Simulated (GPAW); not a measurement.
**2H-NbTe2 monolayer: simulated STM images**

Aim: Tersoff-Hamann images of 2H-NbTe2 monolayer at several biases.

Calculated with GPAW 26.7.0; GPAW, PAW setups; layer in a repeated cell with vacuum, relaxation of atoms and in-plane cell, in the first sound run; inputs show where later runs differ.

### 1. Starting point

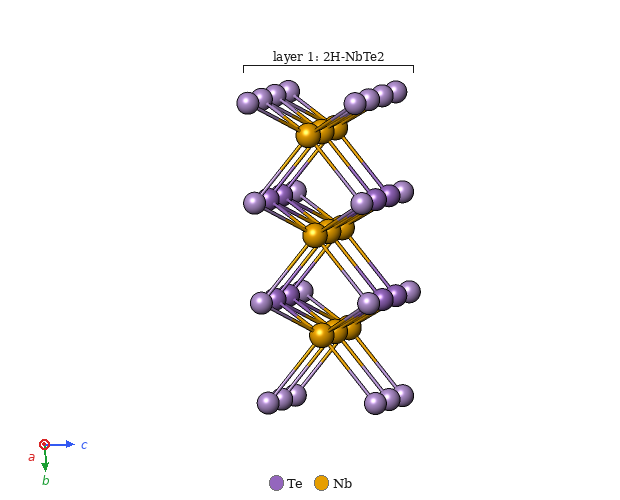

The starting structure, seen from the side, with the c axis across the page (tellurium purple, niobium orange). 2×2×1 cells are drawn. Some periodic images of atoms are drawn too.

The cell holds 3 atoms: 2 Te and 1 Nb. Its edges and angles: a = 3.901 Å, b = 3.901 Å, c = 17.577 Å, α = 90.0°, β = 90.0°, γ = 120.0°. Vacuum lies along c.

### 2. Relaxing the atoms

The atoms are relaxed first, since the surface dipole, and with it the work function, follows the positions of the outer layers.

The input, run.py:

```python
import json
import numpy as np
from ase import Atoms
from ase.filters import FrechetCellFilter
from ase.optimize import BFGS
from gpaw import GPAW, PW

slab = Atoms(
    ['Te', 'Nb', 'Te'],
    positions=[
        [-0.00000, 2.25216, 7.00000],
        [0.00000, 0.00000, 8.78861],
        [-0.00000, 2.25216, 10.57722]],
    cell=[[3.90086, 0.0, 0.0], [-1.95043, 3.37825, 0.0], [0.0, 0.0, 17.5772]],
    pbc=[True, True, True])

slab.calc = GPAW(mode=PW(600), xc='PBE', kpts={'size': (9, 9, 1), 'gamma': True},
                 occupations={'name': 'fermi-dirac', 'width': 0.05}, nbands='160%',
                 convergence={'density': 1e-05}, maxiter=200,
                 symmetry={'tolerance': 1e-3}, txt='slab.txt')
result = {}
# The in-plane cell is free; stress needs a cell that repeats along all three vectors
path = []
opt = BFGS(FrechetCellFilter(slab, mask=[1, 1, 0, 0, 0, 1]), maxstep=0.2)
opt.attach(lambda: path.append((slab.get_potential_energy(), slab.positions.tolist(), slab.get_forces().tolist())))
result['relaxed'] = bool(opt.run(fmax=0.02, steps=45))
result['path'] = path
result['cell'] = slab.cell.tolist()
print('in-plane lattice', slab.cell.cellpar().round(4)[[0, 1, 5]])
energy = slab.get_potential_energy()
fermi = slab.calc.get_fermi_level()
v = slab.calc.get_electrostatic_potential().mean((0, 1)) - fermi
n = slab.calc.get_pseudo_density().mean((0, 1))
L = slab.cell[2, 2]
z = np.arange(len(v)) * L / len(v)
low, high = slab.positions[:, 2].min(), slab.positions[:, 2].max()
below, above = np.interp([low - 4.8, high + 4.8], z, v)
slopes = [np.interp(x, z, np.gradient(v, z)) for x in (low - 4.8, high + 4.8)]
eps = np.array([[slab.calc.get_eigenvalues(k, s) for k in range(len(slab.calc.get_ibz_k_points()))]
                for s in range(slab.calc.get_number_of_spins())]) - fermi
top, bottom = eps[eps < 0].max(), eps[eps > 0].min()
dipole = slab.get_dipole_moment()[2]
print(f'energy {energy:.4f} eV, Fermi level {fermi:.4f} eV, dipole {dipole:.5f} e A')
print(f'potential 4.8 A off the faces, from the Fermi level: lower {below:.4f} eV, upper {above:.4f} eV')
print(f'slope of the potential there: lower {slopes[0]:.5f}, upper {slopes[1]:.5f} eV/A')
print(f'nearest levels on the mesh: {top:.4f} and {bottom:.4f} eV')
print('magnetic moment', round(slab.get_magnetic_moment(), 3))
result.update(energy=energy, fermi=fermi, dipole=dipole, below=below, above=above, slopes=slopes, edges=[top, bottom],
              z=z.tolist(), v=v.tolist(), n=n.tolist(), positions=slab.positions.tolist(),
              forces=slab.get_forces(apply_constraint=False).tolist(), moments=slab.get_magnetic_moments().tolist())
json.dump(result, open('result.json', 'w'))
```

On the command line:

```sh
> OMP_NUM_THREADS=1 OPENBLAS_NUM_THREADS=1 python run.py
```

Output:

```text
Step          Energy          fmax
BFGS:    0      -17.881546        1.232349
BFGS:    1      -17.923616        1.077030
BFGS:    2      -18.041018        0.616742
BFGS:    3      -18.050034        0.483647
BFGS:    4      -18.073912        0.179128
BFGS:    5      -18.082394        0.105209
BFGS:    6      -18.083655        0.024576
BFGS:    7      -18.083711        0.004050
in-plane lattice [  3.6813   3.6813 119.9999]
energy -18.0685 eV, Fermi level -0.2483 eV, dipole -0.00026 e A
potential 4.8 A off the faces, from the Fermi level: lower 5.0253 eV, upper 5.0244 eV
slope of the potential there: lower 0.00005, upper 0.00037 eV/A
nearest levels on the mesh: -0.0264 and 0.0339 eV
magnetic moment 0.0
```

Wall time 2.8 min (1 thread of Intel Xeon Platinum 8488C (Sapphire Rapids), shared host); peak memory 0.32 GiB.

Numbers from this step:

```
dipole along the normal                    : -2.58e-4 e·Å
levels nearest the Fermi level on the mesh : -0.02640, 0.03390 eV from the Fermi level
```

Table of electrostatic potential energy of an electron (without an applied field's), less the Fermi level, planar mean by z:

```csv
z (Å),"electrostatic potential energy of an electron (without an applied field's), less the Fermi level, planar mean (eV)"
0,5.02
1,5.03
2,5.03
3,5.02
4,5.01
5,4.77
6,0.832
7,-18.2
8,-3.96
9,-14.0
10,-6.12
11,-11.4
12,3.71
13,4.95
14,5.02
15,5.02
16,5.02
17,5.02
```

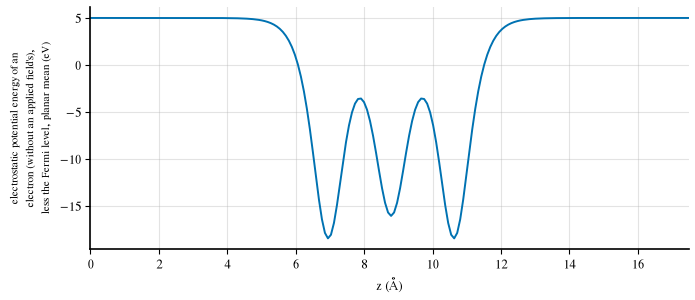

Electrostatic potential energy of an electron (without an applied field's), less the Fermi level, planar mean, plotted against z.

The pseudo valence density, planar mean oscillates, so the rows of the table below give means over windows of 2 Å about each position, cut where the curve ends. Its maxima inside the range that stand out by 2 % of the span (Å: e/Å³): 6.5: 0.271, 8.8: 1.03, 11.1: 0.271. Its minima: 6.9: 0.113, 10.7: 0.113.

The pseudo valence density, planar mean by z; means over each step:

```csv
z (Å),"pseudo valence density, planar mean (e/Å³)"
2,7.6e-6
4,0.00209
6,0.131
8,0.499
10,0.335
12,0.0978
14,6.2e-4
16,2.4e-6
```

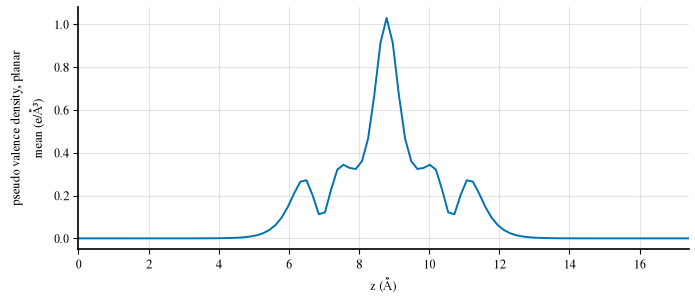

Pseudo valence density, planar mean against z.

The relaxation lowered the energy of the cell by 0.201 eV (energies extrapolated to zero smearing; the optimiser's log prints free energies). The largest force left on a free atom is 0.0041 eV/Å.

### 3. The slab's potential

The work function is the vacuum plateau of the electrostatic potential less the Fermi level; a dipole layer lets the two faces have plateaus of their own.

This step: GPAW, PAW setups; slab in vacuum (GPAW 26.7.0).

The cell differs from the one that the last finished run ended in (c 17.577 → 17.683 Å).

The input, run.py:

```python
import json
import numpy as np
from ase import Atoms
from ase.dft.stm import STM
from gpaw import GPAW, PW

slab = Atoms(
    ['Te', 'Nb', 'Te'],
    positions=[
        [0.00000, 2.12539, 7.00000],
        [0.00000, 0.00000, 8.84159],
        [0.00000, 2.12539, 10.68319]],
    cell=[[3.68128, 0.0, 0.0], [-1.84064, 3.18809, 0.0], [0.0, 0.0, 17.6832]],
    pbc=[True, True, False])

slab.calc = GPAW(mode=PW(400), xc='PBE', kpts={'size': (9, 9, 1), 'gamma': True},
                 occupations={'name': 'fermi-dirac', 'width': 0.05}, nbands='160%',
                 convergence={'density': 1e-05}, maxiter=200,
                 poissonsolver={'dipolelayer': 'xy'},
                 symmetry={'tolerance': 1e-3}, txt='slab.txt')
result = {}
energy = slab.get_potential_energy()
fermi = slab.calc.get_fermi_level()
v = slab.calc.get_electrostatic_potential().mean((0, 1)) - fermi
n = slab.calc.get_pseudo_density().mean((0, 1))
L = slab.cell[2, 2]
z = np.arange(len(v)) * L / len(v)
low, high = slab.positions[:, 2].min(), slab.positions[:, 2].max()
below, above = np.interp([low - 4.8, high + 4.8], z, v)
slopes = [np.interp(x, z, np.gradient(v, z)) for x in (low - 4.8, high + 4.8)]
eps = np.array([[slab.calc.get_eigenvalues(k, s) for k in range(len(slab.calc.get_ibz_k_points()))]
                for s in range(slab.calc.get_number_of_spins())]) - fermi
top, bottom = eps[eps < 0].max(), eps[eps > 0].min()
dipole = slab.get_dipole_moment()[2]
print(f'energy {energy:.4f} eV, Fermi level {fermi:.4f} eV, dipole {dipole:.5f} e A')
print(f'potential 4.8 A off the faces, from the Fermi level: lower {below:.4f} eV, upper {above:.4f} eV')
print(f'slope of the potential there: lower {slopes[0]:.5f}, upper {slopes[1]:.5f} eV/A')
print(f'nearest levels on the mesh: {top:.4f} and {bottom:.4f} eV')
print('magnetic moment', round(slab.get_magnetic_moment(), 3))
result.update(energy=energy, fermi=fermi, dipole=dipole, below=below, above=above, slopes=slopes, edges=[top, bottom],
              z=z.tolist(), v=v.tolist(), n=n.tolist(), positions=slab.positions.tolist(),
              forces=slab.get_forces(apply_constraint=False).tolist(), moments=slab.get_magnetic_moments().tolist())

# Images need the states of the whole zone, up to time reversal
slab.calc = slab.calc.fixed_density(symmetry={'point_group': False}, txt='states.txt', nbands='280%',
                                    convergence={'bands': 'CBM+2.3'})
stm = STM(slab)
result['stm'] = []
for bias in [-1.5, 2.0]:
    height = high + 4.0
    current = stm.get_averaged_current(bias, height)
    x, y, h = stm.scan(bias, current)
    i, f = divmod(height / L * stm.ldos.shape[2], 1)
    I = abs((1 - f) * stm.ldos[:, :, int(i)] + f * stm.ldos[:, :, int(i) + 1])
    print(f'bias {bias} V: mean current at 4.0 A {current:.4e}, corrugation {np.ptp(h):.4f} A')
    result['stm'].append(dict(bias=bias, current=current, h=(h - high).tolist(), I=I.tolist()))
json.dump(result, open('result.json', 'w'))
```

Output:

```text
energy -18.0328 eV, Fermi level -0.2761 eV, dipole -0.00066 e A
potential 4.8 A off the faces, from the Fermi level: lower 5.0232 eV, upper 5.0257 eV
slope of the potential there: lower -0.00017, upper 0.00017 eV/A
nearest levels on the mesh: -0.0264 and 0.0339 eV
magnetic moment 0.0
bias -1.5 V: mean current at 4.0 A 1.1073e-05, corrugation 0.4059 A
bias 2.0 V: mean current at 4.0 A 1.5889e-05, corrugation 0.0833 A
```

Wall time 60 s (1 thread); peak memory 0.33 GiB.

This step gave:

| Quantity | Value |
| --- | --- |
| dipole along the normal | -6.65e-4 e·Å |
| levels nearest the Fermi level on the mesh | -0.02635, 0.03385 eV from the Fermi level |
| upper work function | 5.026 eV |
| lower work function | 5.023 eV |
| corrugation -1.5 | 0.4059 Å |
| corrugation 2 | 0.08327 Å |

Electrostatic potential energy of an electron (without an applied field's), less the Fermi level, planar mean against z:

```csv
z (Å),"electrostatic potential energy of an electron (without an applied field's), less the Fermi level, planar mean (eV)"
0,5.02
1,5.02
2,5.02
3,5.02
4,5.01
5,4.80
6,1.41
7,-18.3
8,-3.66
9,-14.8
10,-5.25
11,-12.9
12,3.51
13,4.93
14,5.02
15,5.03
16,5.03
17,5.03
```

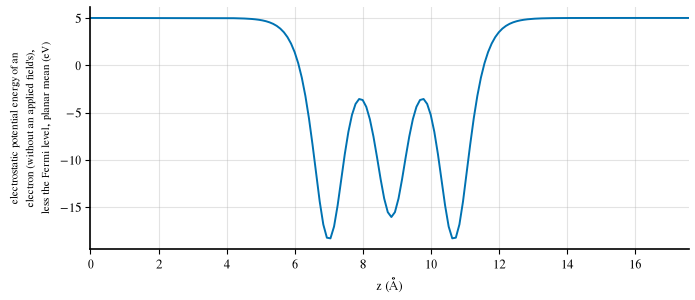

Electrostatic potential energy of an electron (without an applied field's), less the Fermi level, planar mean, plotted against z.

The pseudo valence density, planar mean oscillates, so the rows of the table below give means over windows of 2 Å about each position, cut where the curve ends. Its maxima inside the range that stand out by 2 % of the span (Å: e/Å³): 6.5: 0.276, 8.8: 1.03, 11.2: 0.276. Its minima: 6.9: 0.103, 10.7: 0.103.

Pseudo valence density, planar mean against z; means over each step:

```csv
z (Å),"pseudo valence density, planar mean (e/Å³)"
2,6.8e-6
4,0.00181
6,0.128
8,0.478
10,0.353
12,0.104
14,7.5e-4
16,2.9e-6
```

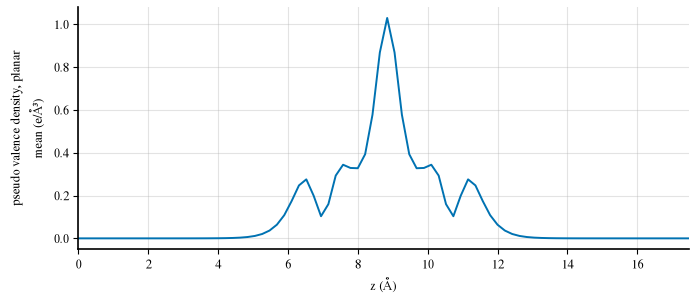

Pseudo valence density, planar mean against z.

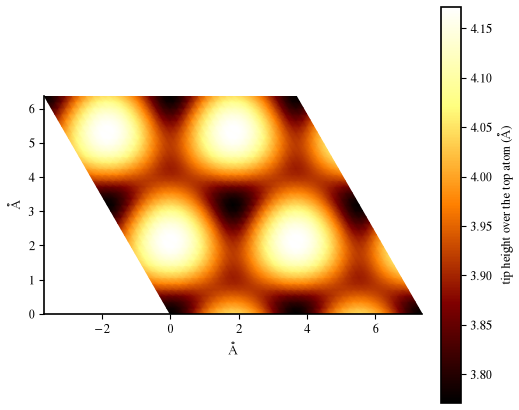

Tip height over the top atom over a1 and a2. Sample bias -1.5 V, constant current at the mean current 4.0 Å over the top atom. The cell is repeated, with its origin at the lower left corner.

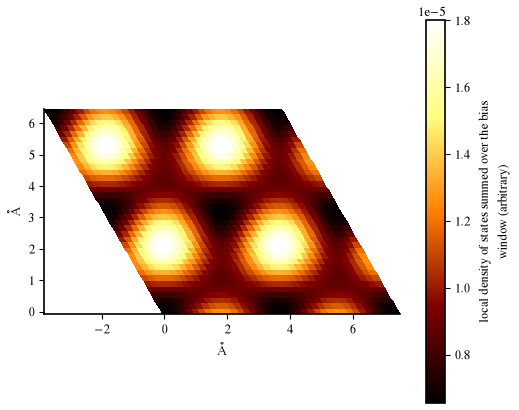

Local density of states summed over the bias window over a1 and a2. Sample bias -1.5 V, constant height 4.0 Å over the top atom. The cell is repeated, with its origin at the lower left corner.

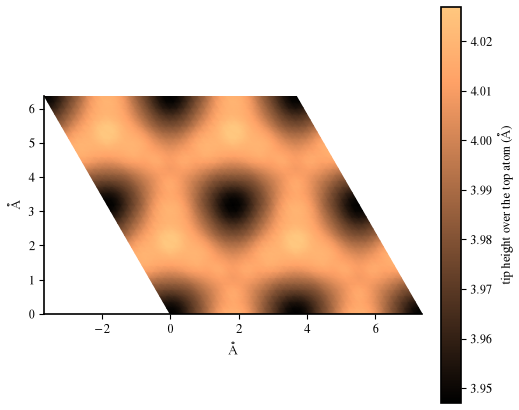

Tip height over the top atom over a1 and a2. Sample bias 2 V, constant current at the mean current 4.0 Å over the top atom. The cell is repeated, with its origin at the lower left corner.

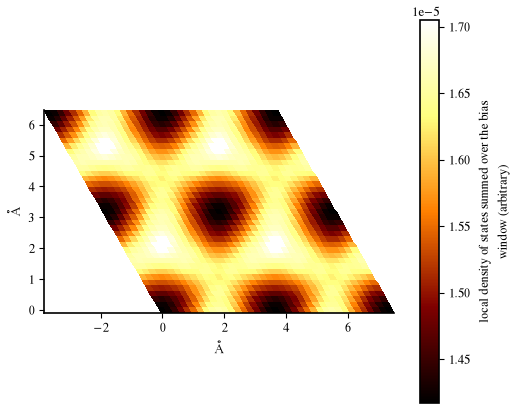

Local density of states summed over the bias window over a1 and a2. Sample bias 2 V, constant height 4.0 Å over the top atom. The cell is repeated, with its origin at the lower left corner.

The potential is flat to 1.7e-4 eV/Å where it is read, so the vacuum is wide enough.

### 4. Summary of results

```
work function, both faces : 5.03 eV
dipole along the normal   : -6.6e-4 e Å, near the numerical noise
corrugation at -1.5 V     : 0.406 Å
corrugation at 2 V        : 0.0833 Å
```

What this shows: The corrugation at constant current is largest at -1.5 V, where the tip height varies by 0.41 Å over the cell. Negative sample bias images filled states, positive bias empty ones. The images are of Tersoff-Hamann type: an s-wave tip, no tip-sample forces, heights closer than in a microscope. The starting lattice was a guess from atomic radii; the relaxation moved it by -6 %. The small printed dipole stands for a step of 10 meV from the lower to the upper face, and the probes find 2.4 meV; values this small are near the numerical noise of both. The cell holds an odd number of electrons, so without spin polarisation it must come out metallic and without a moment, whatever its true state. The layer's cell and atoms come from the relaxation; spin-orbit coupling and temperature are left out.

[Logs are printed without paths, hosts, clocks, repeated set-up lines and the standing remarks that a program may print on its own settings, such as how far it seeks lower states.]

[Hosts, paths, dates, database ids (printed as entryN), source tags and the programs' standing remarks are cut or masked in the printed files.]
